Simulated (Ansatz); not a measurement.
# Calculations on BNH5Br

Part 1: Relaxation

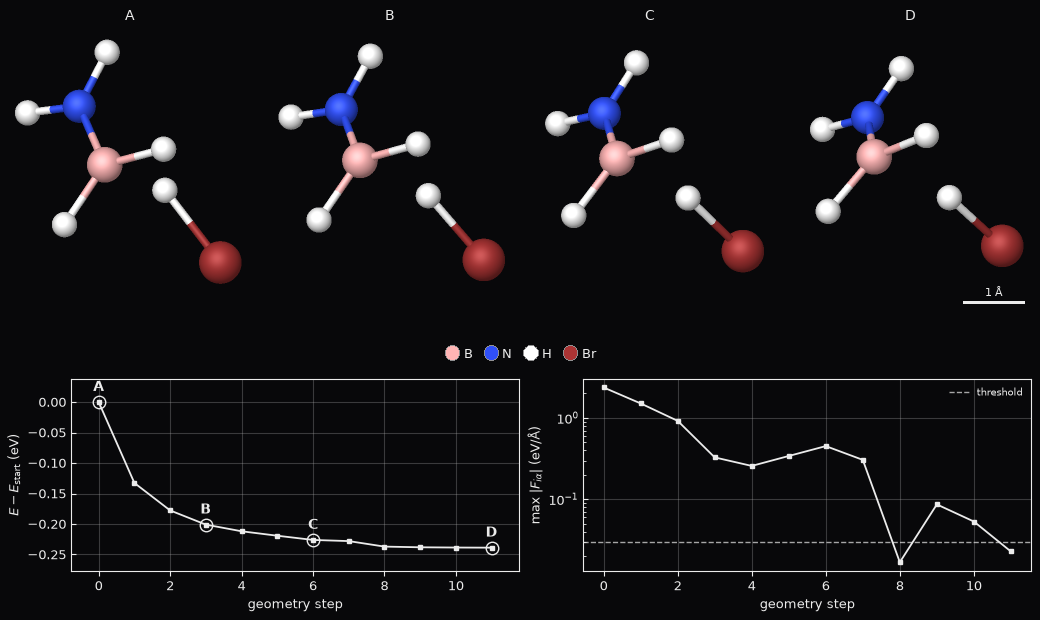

Frames of a relaxation of BNH$_{5}$Br, marked on the history of the run. The picture is a ball-and-stick view, seen from a free direction.

The run prepares an end point of a later path (reaction) calculation, from a guessed geometry.

Computed with RKS B3LYP-D4/def2-SVP (Ansatz 0.2.0). Settings: no spin polarisation; force threshold 0.03 eV/Å; at most 50 steps.

> Describe the path.

The largest move after the best rigid fit is that of the Br atom, 0.85 Å. Largest moves by element: Br 0.85 Å, H 0.50 Å, B 0.32 Å, N 0.23 Å. Near-neighbour distances that change, for instance: B–N 1.472 → 1.400 Å, Br–H 1.504 → 1.441 Å, B–H 1.201 → 1.206 Å. After 11 geometry steps the energy has fallen by 0.239 eV. The largest force component goes from 2.4 to 0.023 eV/Å. The forces were under the threshold at step 8, but the run went on from there. From step 0 to 3: the Br atom moves most (0.31 Å), energy −0.201 eV. From step 3 to 6: the Br atom moves most (0.35 Å), energy −0.025 eV. From step 6 to 11: the Br atom moves most (0.19 Å), energy −0.013 eV.

Limits of the set-up: the start holds two separate molecules, 2.3 Å apart at their closest, whose relative position is a soft coordinate.

Part 2: Relaxation

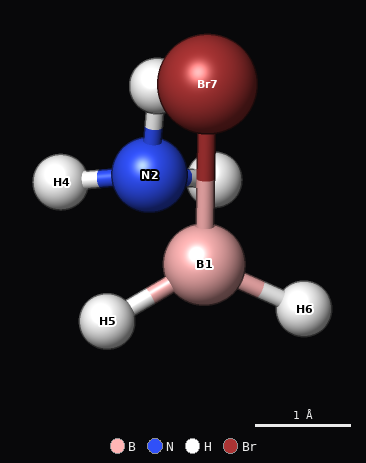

Starting structure of BNH₅Br. Style: ball-and-stick. Shown from a free direction.

The run prepares an end point of a later path (reaction) calculation, from a guessed geometry.

Method: Ansatz 0.2.0, RKS B3LYP-D4/def2-SVP.

Input file:
```yaml
crystal:
  periodic: [false, false, false]
  atoms:
    - { symbol: B, position_ang: [-0.057159, 0.476006, -0.45885] }
    - { symbol: "N", position_ang: [-0.008085, 0.03586, 2.233761] }
    - { symbol: H, position_ang: [-0.776594, -0.43879, 2.705806] }
    - { symbol: H, position_ang: [0.856991, -0.182751, 2.726507] }
    - { symbol: H, position_ang: [1.058938, 0.107281, -0.683964] }
    - { symbol: H, position_ang: [-1.058558, -0.156946, -0.6258] }
    - { symbol: Br, position_ang: [-0.290074, 2.434455, -0.082752] }
    - { symbol: H, position_ang: [-0.16866, 1.058386, 2.301692] }
basis:
  gaussian: { orbitals: def2-SVP }
hamiltonian:
  xc: b3lyp
  dispersion: d4
relax:
  f_tol: 0.03
  max_steps: 50
```

Command:
```bash
ansatz run input.yaml --threads 2 --pin off --max-ram 3072MiB --backend cpu --events-out ev --progress --plain --runs-dir out
```

Question: Where does the relaxation end?

Answer: The atom that moves furthest after the best rigid fit is H3 (0.92 Å). Largest moves by element: H 0.92 Å, B 0.66 Å, Br 0.52 Å, N 0.45 Å. Some distances before and after: B1–N2 2.729 → 1.628 Å, N2–Br7 3.346 → 2.889 Å, B1–Br7 2.008 → 2.041 Å, B1–H5 1.197 → 1.212 Å. New bonds form, among them: B1–N2 (2.73 → 1.63 Å). Among the angles between lasting bonds that change: H5–B1–H6 126.3° → 116.1°, H5–B1–Br7 116.4° → 111.5°. The energy falls by 26.9 kcal/mol in 13 accepted moves (15 points after the start). The largest force component goes from 0.86 to 0.0027 eV/Å. The line search rejected the trial steps at points 8, 13 of the run. The forces were under the threshold at step 12, but the run went on from there. Cost: 27 s on 2 threads of Arm Neoverse V2, on a shared host, peak memory 0.17 GiB.

The structure at the end:

```xyz
8

B    -0.0780    0.4025    0.2016
N    -0.0690    0.1973    1.8170
H    -0.2088   -0.7852    2.0728
H     0.8214    0.5147    2.2124
H     0.8536   -0.2369   -0.2367
H    -1.1787    0.0749   -0.1858
Br    0.2245    2.4093   -0.0175
H    -0.8082    0.7570    2.2527
```

After the run, drawn alike:

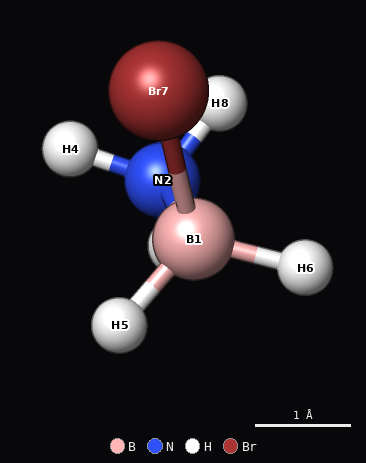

Limits of the set-up: the start holds two separate molecules, 2.7 Å apart at their closest, whose relative position is a soft coordinate.

Part 3: Path

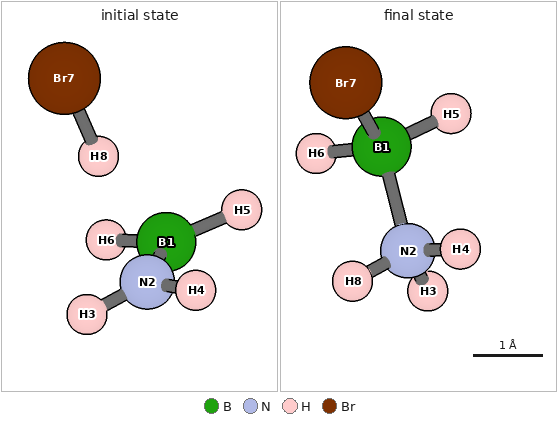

The two relaxed end points of a path for BNH5Br. The picture is a ball-and-stick view, seen from a free direction.

Computed with Ansatz, RKS B3LYP-D4/def2-SVP.

Run with 7 movable images; climbing image; force threshold 0.05 eV/Å; iteration limit 60.

Start:
```xyz
8

B     0.0569   -0.4365    0.2003
N     0.0236   -0.1841    1.5767
H    -0.8199   -0.2686    2.1353
H     0.8602   -0.0475    2.1354
H     1.1166   -0.3957   -0.3737
H    -0.9774   -0.6708   -0.3738
Br   -0.4458    3.3824    1.4226
H    -0.2575    1.9543    1.3935
```

End:
```xyz
8

B    -0.0064    0.4505    0.2033
N    -0.1354    0.1499    1.7985
H    -0.2797   -0.8478    1.9835
H     0.7111    0.4543    2.2889
H     0.9712   -0.1501   -0.1871
H    -1.0630    0.1329   -0.2983
Br    0.2786    2.4704    0.1287
H    -0.9197    0.6734    2.1989
```

> What barrier does the band find between them, and by what path?

The highest point, image 3, lies 14.7 kcal/mol above the start and 27.5 kcal/mol above the end; the end is at −12.7 kcal/mol relative to the start. Breaking: Br7–H8 (1.44 → 1.71 at the top → 2.99 Å). Forming: B1–Br7 (4.04 → 2.77 at the top → 2.04 Å), N2–H8 (2.16 → 1.30 at the top → 1.02 Å). The band converged in 12 iterations, with a climbing image at the top.

Energies of the converged images:

```tsv
image	path (Å)	E (kcal/mol)
0	0.00	0.0
1	0.56	0.3
2	1.12	3.4
3	1.68	14.7
4	2.17	1.1
5	2.67	-10.0
6	3.16	-11.0
7	3.65	-12.1
8	4.15	-12.7
```

The geometry at the top of the path:

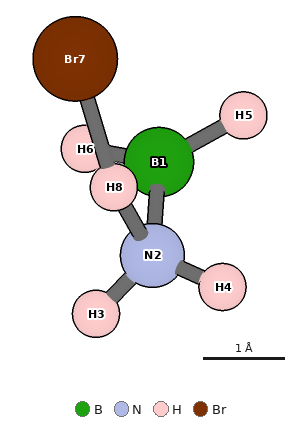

The run took 2.3 min on 2 threads of Arm Neoverse V2, with other jobs on the host, peak memory 0.17 GiB.
